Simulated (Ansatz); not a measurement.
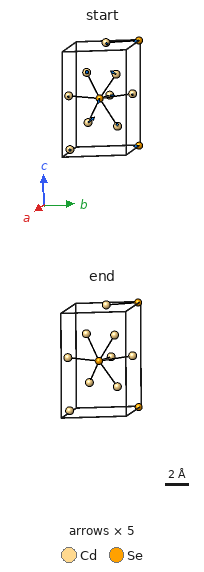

The structure of solid Cd4Se (a generated structure, set up in P1) (coarse preliminary run) before (top) and after (bottom) a relaxation, at one scale. The blue arrows give the displacements (the part carried along by the change of the cell is left out), 5 times their true length.

A ball-and-stick model of the cell of the calculation, seen slightly off an axis.

All numbers below come from Ansatz 0.2.0, DFT PBE, scalar-relativistic, plane waves, PAW. Set-up: plane-wave cutoff 420 eV; k-point mesh 4 × 4 × 4; occupations gaussian; smearing width 0.2 eV; no spin polarisation; cell and atoms relaxed; force threshold 0.025 eV/Å; at most 60 steps.

Question: Describe what moved and what it gained.

Answer: The run was cut off at its time limit before the relaxation converged, so the last structure is only a point on the way. A Cd atom moves most relative to the cell: 0.17 Å along [1 2 1]. Largest moves by element: Cd 0.17 Å, Se 0.12 Å. The volume changes by +0.6 %, with a 5.830 → 5.852 Å (+0.4 %), b 5.638 → 5.719 Å (+1.4 %), c 9.322 → 9.269 Å (−0.6 %), α 89.3° → 89.8°, β 89.9° → 89.7°, γ 109.5° → 110.5°. Some distances before and after: Cd–Se 3.047 → 2.815 Å, Cd–Se 2.688 → 2.889 Å, Cd–Se 2.985 → 2.841 Å, Cd–Se 2.684 → 2.802 Å. Bond angles that change, for instance: Se–Cd–Se 163.3° → 158.4°, Se–Cd–Se 159.9° → 155.0°, Se–Cd–Se 167.7° → 163.7°. The space group stays P1 (No. 1). After 1 geometry step the energy has fallen by 47.5 meV per atom. Largest force component: 1.1 eV/Å at the start, 0.6 eV/Å at the end. Pressure: 1.14 GPa at the start and 0.26 GPa at the end. Cost: 6.9 min on 1 thread of Arm Neoverse V1, with other jobs on the host, peak memory 1 GiB.
